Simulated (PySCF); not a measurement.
**W(OH)2: triplet, from a PBE0 minimum start**

The task is one start of a wider search on W(OH)2: the triplet, from a PBE0 minimum start. It is relaxed, tested by its Hessian and followed downhill if it is a saddle.

Program: PySCF 2.14.0. Level of theory: PBE0, basis W def2-SVP with ECP60, O def2-SVP, H def2-SVP, scalar-relativistic core potentials, no spin–orbit coupling, density fitting. These are calculated values, not measurements.

### 1 The starting structure

5 atoms, charge 0, spin multiplicity 3.

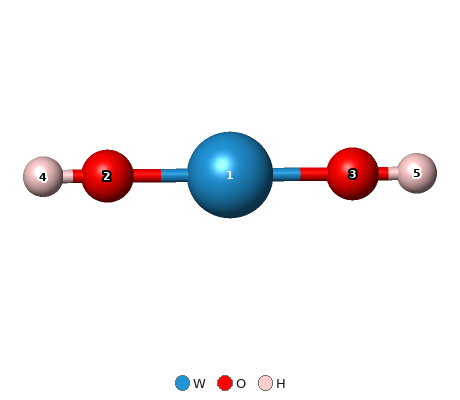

The starting geometry (tungsten blue, oxygen red, hydrogen pink); atoms are numbered from 1 in the order of the file.

```xyz
5
charge 0 multiplicity 3
W     0.0000    0.0000    0.0000
O     1.7893   -0.3782   -0.0008
O    -1.7893    0.3782    0.0008
H     2.7253   -0.5760   -0.0012
H    -2.7253    0.5760    0.0012
```

### 2 The SCF at the typed geometry

The steps below are one call of a driver around PySCF. For each, scf.py gives the equivalent set-up of the SCF; relaxations use the driver's own optimiser. After this first run the driver tries any further starts and a stability analysis.

The input, scf.py:

```python
from pyscf import gto, scf, dft
mol = gto.M(atom='''
W     -0.000000     0.000000    -0.000000
O      1.789336    -0.378207    -0.000797
O     -1.789336     0.378207     0.000797
H      2.725268    -0.576033    -0.001213
H     -2.725268     0.576033     0.001213''',
    basis={'W': 'def2-SVP', 'O': 'def2-SVP', 'H': 'def2-SVP'},
    ecp={'W': 'def2-SVP'},
    charge=0, spin=2)
mf = dft.UKS(mol, xc='PBE0')
mf.grids.atom_grid = (50, 194)
aux = {'W': 'def2-universal-JKFIT', 'O': 'def2-universal-JKFIT', 'H': 'def2-universal-JKFIT'}
mf = mf.density_fit(auxbasis=aux)
mf.conv_tol = 1e-08
mf.diis_space = 10
mf.max_cycle = 60
mf.init_guess = 'minao'
mf.verbose = 4
mf.kernel()
```

Launch:

```sh
$ OMP_NUM_THREADS=2 python axn.py task.json out
```

Standard output:

```text
init E= -206.239414840507
[... the frontier-level lines of each cycle are left out ...]
cycle= 1 E= -218.21966393747  delta_E=  -12  |g|= 0.704  |ddm|= 5.18
cycle= 2 E= -217.940828086978  delta_E= 0.279  |g|= 1.09  |ddm|= 1.21
cycle= 3 E= -218.393912214533  delta_E= -0.453  |g|= 0.172  |ddm|= 0.743
cycle= 4 E= -218.408481503685  delta_E= -0.0146  |g|= 0.0336  |ddm|= 0.239
cycle= 5 E= -218.409164097578  delta_E= -0.000683  |g|= 0.00295  |ddm|= 0.0513
cycle= 6 E= -218.409171056329  delta_E= -6.96e-06  |g|= 0.000858  |ddm|= 0.00485
cycle= 7 E= -218.409172556978  delta_E= -1.5e-06  |g|= 0.000262  |ddm|= 0.00211
cycle= 8 E= -218.409172724947  delta_E= -1.68e-07  |g|= 4.4e-05  |ddm|= 0.000897
cycle= 9 E= -218.409172736248  delta_E= -1.13e-08  |g|= 3.1e-05  |ddm|= 0.00039
cycle= 10 E= -218.409172737509  delta_E= -1.26e-09  |g|= 3.22e-05  |ddm|= 3.79e-05
Extra cycle  E= -218.409172763897  delta_E= -2.64e-08  |g|= 5.2e-05  |ddm|= 0.00059
converged SCF energy = -218.409172763897  <S^2> = 2.0049356  2S+1 = 3.0032886
```

This step, with its further starts and checks, needed 16 s of wall time on 2 threads of Arm Neoverse N1, shared host.

Energies from each starting density:

```tsv
start	energy (Eh)
the minimal-basis guess	-218.409173
a thermally smeared density	-218.444963
a smeared PBE density	-218.444963
```

The first run landed in a state that is too high. Following the other starts and the instabilities gains 94.0 kJ/mol (-218.44496 Eh), and the work goes on from there.

### 3 Relaxing the triplet from the PBE0 minimum start

The program finds D∞h symmetry in the start, which this walk keeps. Threshold on the gradient: 0.0003 Eh/bohr, with a further test on the energy change.

scf.py, as its differences from that of step 2:

```diff
@@ -3 +3 @@
-W     -0.000000     0.000000    -0.000000
+W      0.000000     0.000000     0.000000
@@ -18 +17,0 @@
-mf.init_guess = 'minao'
```

Steps of the walk:

```tsv
step	energy (Eh)	change (kJ/mol)	largest symmetric gradient (Eh/bohr)
0	-218.444963	0.00	0.00003
```

The walk took 2.7 s.

After 0 steps and 0.0 kJ/mol it ends at D∞h: O–H 0.957 Å (×2), W–O 1.829 Å (×2); H–O–W 180.0° (×2), O–W–O 180.0°.

### 4 Frequencies

The point is checked on the finer grid, and tightened if its gradient asks for it. The Hessian and the dipole derivatives come from central differences of analytic gradients, with steps of 0.02 bohr.

scf.py, as its differences from that of step 3:

```diff
@@ -4,4 +4,4 @@
-O      1.789336    -0.378207    -0.000797
-O     -1.789336     0.378207     0.000797
-H      2.725268    -0.576033    -0.001213
-H     -2.725268     0.576033     0.001213''',
+O      1.789256    -0.378190    -0.000797
+O     -1.789256     0.378190     0.000797
+H      2.725223    -0.576023    -0.001213
+H     -2.725223     0.576023     0.001213''',
@@ -12 +12 @@
-mf.grids.atom_grid = (50, 194)
+mf.grids.atom_grid = (75, 302)
@@ -15 +15 @@
-mf.conv_tol = 1e-08
+mf.conv_tol = 1e-10
```

The driver hands on the density of the step before, so the log starts near convergence.

Log of the central SCF (cycles and frontier levels):

```text
init E= -218.444994084663
[... the frontier-level lines of each cycle are left out ...]
cycle= 1 E= -218.444994084647  delta_E= 1.58e-11  |g|= 7.14e-06  |ddm|= 1.26e-05
Extra cycle  E= -218.444994084579  delta_E= 6.87e-11  |g|= 1.44e-05  |ddm|= 2.14e-05
converged SCF energy = -218.444994084579  <S^2> = 2.0173891  2S+1 = 3.0115704
```

The whole step took 52 s.

Geometry: D∞h; O–H 0.957 Å (×2), W–O 1.829 Å (×2); H–O–W 180.0° (×2), O–W–O 180.0°.

Harmonic modes (main isotopes):

```csv
symmetry,ω (cm⁻¹),IR (km/mol)
πu,63,95.1
πu,519,248
πg,543,0.0
σu+,772,212
σg+,822,0.0
σu+,4009,795
σg+,4015,0.0
```

Every mode is real; the point is a minimum.

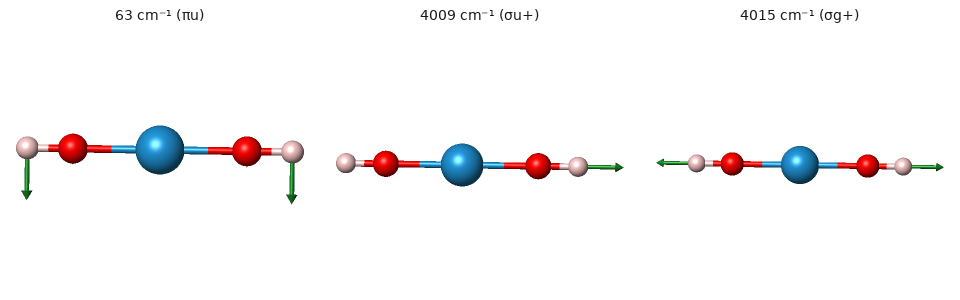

Displacements of 3 of the modes, as arrows (one member where a mode is degenerate).

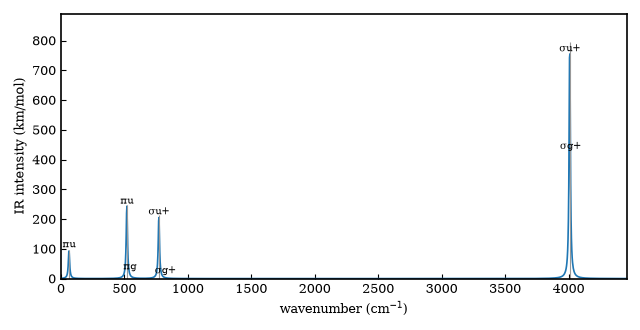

The harmonic infrared spectrum (widths in cm⁻¹). Lines are broadened to a width of 12 cm⁻¹ (Lorentzian).

Properties at this point:

* Dipole moment: 0.00 D
* Highest occupied level: -4.75 eV
* Lowest empty level: -1.41 eV
* Rotational constants: 0.1375 cm⁻¹
* Zero-point energy: 71.0 kJ/mol
* Principal polarisabilities: 61.2, 62.0, 62.0 bohr³
* Atomisation energy without zero-point energy: 1824 kJ/mol
* Principal traceless quadrupole moments about the centre of mass: -9.10, -9.10, 18.19 D Å
* Entropy at 298.15 K and 1 bar (electronic part: spin only): 296.5 J/(mol K)
* Heat capacity Cp at 298.15 K: 70.9 J/(mol K)
* Enthalpy at 298.15 K above 0 K: 15.46 kJ/mol
* Rotational symmetry number: 2
* Spin squared ⟨S²⟩: 2.017

Populations by atom (charges in e):

| atom | Mulliken | Löwdin | polar tensor | spin (Mulliken) | Mayer order to W1 |
| --- | --- | --- | --- | --- | --- |
| W1 | 0.39 | -0.08 | 0.62 | 2.12 | – |
| O2,3 | -0.41 | -0.08 | -0.69 | -0.06 | 1.24 |
| H4,5 | 0.22 | 0.12 | 0.38 | 0.00 | 0.03 |

Mulliken populations on W1 (outside its core potential): s 3.48, p 6.21, d 3.83, f 0.09.

### 5 Outcome

| quantity | value |
| --- | --- |
| minimum | triplet, D∞h |
| geometry | O–H 0.957 Å (×2), W–O 1.829 Å (×2); H–O–W 180.0° (×2), O–W–O 180.0° |
| wavenumbers (cm⁻¹) | 63 (πu), 519 (πu), 543 (πg), 772 (σu+), 822 (σg+), 4009 (σu+), 4015 (σg+) |
| dipole moment | 0.00 D |
| highest occupied, lowest empty level (either spin) | -4.75, -1.41 eV |
| polar-tensor charge of W1 | +0.62 e |
| zero-point energy | 71.0 kJ/mol |
| entropy at 298.15 K | 296.5 J/(mol K) |
| atomisation energy (no zero-point energy) | 1824 kJ/mol |
| ⟨S²⟩ | 2.017 |

The PBE0 minimum start keeps its D∞h symmetry and ends in a minimum. In the infrared the band at 4009 cm⁻¹ (σu+) leads. The dipole vanishes although W1 carries +0.6 e by the polar tensor: the bond dipoles cancel. Most of the spin sits on W1 (Mulliken spin 2.12, against 2 for the whole molecule). The first SCF alone would have been 94 kJ/mol too high. Only this shape and spin were tried, so other structures or states may lie lower. Open d and f shells are described by one determinant, and the ground state may have another occupation or spin. With an element this heavy the missing spin–orbit coupling can shift these numbers.

The search up to here took 71 s.
